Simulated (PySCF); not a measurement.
# MP2/aug-cc-pVDZ run of CH3F2Ga (SMILES [CH3][Ga]([F])[F])

What is the vertical ionisation energy of CH3F2Ga at MP2/aug-cc-pVDZ? 

The results are computed with PySCF 2.14.0.

### 1 Starting point

CH3F2Ga: 7 atoms, total charge 0, spin state singlet. SMILES: `[CH3][Ga]([F])[F]`. Geometry: relaxed at PBE0-D4/def2-TZVP.

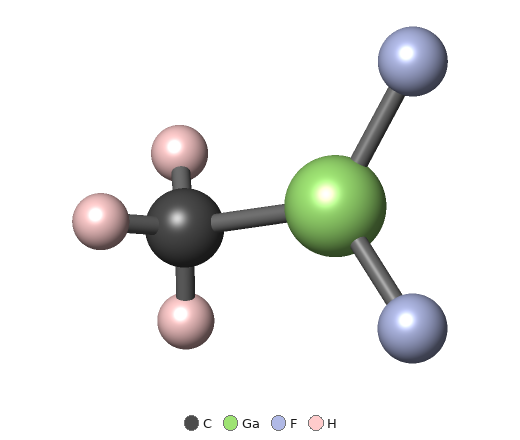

Viewed from a chosen angle; carbon dark grey, gallium green, fluorine light blue, hydrogen pink.

### 2 The energy at MP2/aug-cc-pVDZ

geometry.xyz

```xyz
7

C     -0.332500     0.860400    -0.249800
Ga     0.330500    -0.884100     0.260900
F      1.366200    -1.190700     1.634200
F     -0.015100    -2.369900    -0.590900
H     -1.261600     0.758700    -0.809400
H     -0.494800     1.471400     0.637600
H      0.407200     1.354300    -0.882400
```

job.py

```python
# [CH3][Ga]([F])[F]
from pyscf import gto, scf, mp

molecule = gto.Mole()
molecule.atom = 'geometry.xyz'
molecule.verbose = 4
molecule.basis = 'aug-cc-pvdz'
molecule.charge = 0
molecule.max_memory = 1860
molecule.build()

calc0 = scf.RHF(molecule)
calc0.conv_tol = 1e-10
calc0.kernel()
if not calc0.converged:
    calc0 = calc0.newton().run(calc0.mo_coeff, calc0.mo_occ)

pt = mp.MP2(calc0, frozen=12).run()
etot = pt.e_tot
print('E = %.10f Eh' % etot)
```

The run is started by

```
$ OMP_NUM_THREADS=1 python job.py
```

Output:

```text
PySCF version 2.14.0

[INPUT] num. atoms = 7
[INPUT] num. electrons = 58
[INPUT] charge = 0
[INPUT] spin (= nelec alpha-beta = 2S) = 0
[INPUT] symmetry False subgroup None
[INPUT] Mole.unit = angstrom
[INPUT] Symbol           X                Y                Z      unit          X                Y                Z       unit  Magmom
[INPUT]  1 C     -0.332500000000   0.860400000000  -0.249800000000 AA   -0.628333936418   1.625920357576  -0.472053585916 Bohr   0.0
[INPUT]  2 Ga     0.330500000000  -0.884100000000   0.260900000000 AA    0.624554484169  -1.670706866728   0.493029545899 Bohr   0.0
[INPUT]  3 F      1.366200000000  -1.190700000000   1.634200000000 AA    2.581743831381  -2.250096896520   3.088190432764 Bohr   0.0
[INPUT]  4 F     -0.015100000000  -2.369900000000  -0.590900000000 AA   -0.028534864481  -4.478461942607  -1.116639167005 Bohr   0.0
[INPUT]  5 H     -1.261600000000   0.758700000000  -0.809400000000 AA   -2.384078478751   1.433735210708  -1.529544325223 Bohr   0.0
[INPUT]  6 H     -0.494800000000   1.471400000000   0.637600000000 AA   -0.935036486435   2.780543019685   1.204889377023 Bohr   0.0
[INPUT]  7 H      0.407200000000   1.354300000000  -0.882400000000 AA    0.769496477923   2.559256090498  -1.667494332316 Bohr   0.0

nuclear repulsion = 289.166604896364
number of shells = 48
number of NR pGTOs = 224
number of NR cGTOs = 132
basis = aug-cc-pvdz
ecp = {}

******** <class 'pyscf.scf.hf.RHF'> ********
method = RHF
initial guess = minao
damping factor = 0
level_shift factor = 0
DIIS = <class 'pyscf.scf.diis.CDIIS'>
diis_start_cycle = 1
diis_space = 8
diis_damp = 0
SCF conv_tol = 1e-10
SCF conv_tol_grad = None
SCF max_cycles = 50
direct_scf = True
direct_scf_tol = 1e-13
Set gradient conv threshold to 1e-05
Initial guess from minao.
init E= -2161.18874438482
  HOMO = -0.380913791347393  LUMO = -0.0300429460813296  gap/eV = 9.54768
cycle= 1 E= -2161.72492730285  delta_E= -0.536  |g|= 0.72  |ddm|= 2.57
  HOMO = -0.466709318731483  LUMO = 0.010168332397507  gap/eV = 12.97650
cycle= 2 E= -2161.79690028791  delta_E= -0.072  |g|= 0.513  |ddm|= 0.826
  HOMO = -0.479930822650946  LUMO = 0.0176988956074728  gap/eV = 13.54119
cycle= 3 E= -2161.83917210036  delta_E= -0.0423  |g|= 0.0434  |ddm|= 0.281
  HOMO = -0.472853192031569  LUMO = 0.0215749392894971  gap/eV = 13.45407
cycle= 4 E= -2161.84021173146  delta_E= -0.00104  |g|= 0.0105  |ddm|= 0.102
  HOMO = -0.476629459950369  LUMO = 0.0215128247345895  gap/eV = 13.55514
cycle= 5 E= -2161.84027843149  delta_E= -6.67e-05  |g|= 0.00398  |ddm|= 0.0254
  HOMO = -0.476106946762723  LUMO = 0.0216328792374414  gap/eV = 13.54419
cycle= 6 E= -2161.84028932747  delta_E= -1.09e-05  |g|= 0.00125  |ddm|= 0.00968
  HOMO = -0.476403776481421  LUMO = 0.0216472458872472  gap/eV = 13.55266
cycle= 7 E= -2161.84029062164  delta_E= -1.29e-06  |g|= 0.00037  |ddm|= 0.00385
  HOMO = -0.476384476029225  LUMO = 0.0216647272034649  gap/eV = 13.55261
cycle= 8 E= -2161.8402907098  delta_E= -8.82e-08  |g|= 6.67e-05  |ddm|= 0.000927
  HOMO = -0.476372928036799  LUMO = 0.0216656303525022  gap/eV = 13.55232
cycle= 9 E= -2161.8402907124  delta_E= -2.59e-09  |g|= 1.74e-05  |ddm|= 0.000146
  HOMO = -0.476371185680742  LUMO = 0.0216657061477532  gap/eV = 13.55227
cycle= 10 E= -2161.8402907126  delta_E= -2.02e-10  |g|= 4.08e-06  |ddm|= 3.42e-05
  HOMO = -0.47637091434426  LUMO = 0.0216656657181664  gap/eV = 13.55227
cycle= 11 E= -2161.84029071261  delta_E= -8.19e-12  |g|= 1.18e-06  |ddm|= 8.54e-06
  HOMO = -0.476370846340068  LUMO = 0.0216656733874343  gap/eV = 13.55226
Extra cycle  E= -2161.8402907126  delta_E= 4.09e-12  |g|= 7.33e-07  |ddm|= 1.44e-06
converged SCF energy = -2161.8402907126

******** <class 'pyscf.mp.mp2.RMP2'> ********
nocc = 17, nmo = 120
frozen orbitals 12
E(RMP2) = -2162.50037884946  E_corr = -0.660088136858693
E(SCS-RMP2) = -2162.48079680228  E_corr = -0.640506089677659
E_corr(same-spin) = -0.174922701407045
E_corr(oppo-spin) = -0.485165435451647
E = -2162.5003788495 Eh
```

Wall time 7.8 s (1 thread of Arm Neoverse V1, shared host); peak memory 0.54 GiB.

### 3 The doublet cation

calc.py

```python
from pyscf import gto, mp

system = gto.M(
    atom='''
C       -0.332500       0.860400      -0.249800
Ga       0.330500      -0.884100       0.260900
F        1.366200      -1.190700       1.634200
F       -0.015100      -2.369900      -0.590900
H       -1.261600       0.758700      -0.809400
H       -0.494800       1.471400       0.637600
H        0.407200       1.354300      -0.882400
''',
    max_memory=1860,
    charge=1,
    basis='aug-cc-pvdz',
    verbose=3,
    spin=1,
)

myscf = system.UHF()
myscf.conv_tol = 1e-10
myscf.kernel()
if not myscf.converged:
    myscf = myscf.newton().run(myscf.mo_coeff, myscf.mo_occ)

pt = mp.MP2(myscf, frozen=12).run()
e_tot = pt.e_tot
print('Final energy', e_tot)
```

The run is started by

```
$ OMP_NUM_THREADS=1 python calc.py
```

Output:

```text
converged SCF energy = -2161.41675500192  <S^2> = 0.7623826  2S+1 = 2.0123445
E(UMP2) = -2162.04793779443  E_corr = -0.631182792514013
E(SCS-UMP2) = -2162.02949919343  E_corr = -0.61274419151336
Final energy -2162.0479377944293
```

Run time: 15 s. Hardware: 1 thread of Arm Neoverse V1, shared host; peak memory 0.59 GiB.

### 4 Outcome

At MP2/aug-cc-pVDZ, 12 core orbitals frozen:

| quantity | value |
| --- | --- |
| singlet CH3F2Ga: total energy | -2162.50038 Eh |
| singlet CH3F2Ga: dipole moment (Hartree–Fock density) | 3.75 D |
| singlet CH3F2Ga: HOMO energy (Hartree–Fock orbitals) | -12.96 eV |
| singlet CH3F2Ga: LUMO energy (Hartree–Fock orbitals) | 0.59 eV |
| singlet CH3F2Ga: HOMO–LUMO gap (Hartree–Fock orbitals) | 13.55 eV |
| singlet CH3F2Ga: correlation energy (12 core orbitals frozen) | -660.1 mEh |
| doublet cation: total energy | -2162.04794 Eh |
| doublet cation: HOMO energy (Hartree–Fock orbitals) (highest over α and β) | -21.73 eV |
| doublet cation: LUMO energy (Hartree–Fock orbitals) (lowest over α and β) | -10.28 eV |
| doublet cation: correlation energy (12 core orbitals frozen) | -631.2 mEh |
| doublet cation: ⟨S²⟩ of the reference determinant | 0.762 |
| vertical ionisation energy (to the doublet cation) | 12.312 eV |

Removing an electron at fixed nuclei costs 12.31 eV (284 kcal/mol). Mulliken charges (singlet CH3F2Ga) of the mean-field density run from -0.75 on F4 to +1.65 on Ga2; in a basis this large or diffuse they mean little. Mulliken charges (doublet cation) of the mean-field density run from -0.63 on F4 to +1.96 on Ga2; in a basis this large or diffuse they mean little.
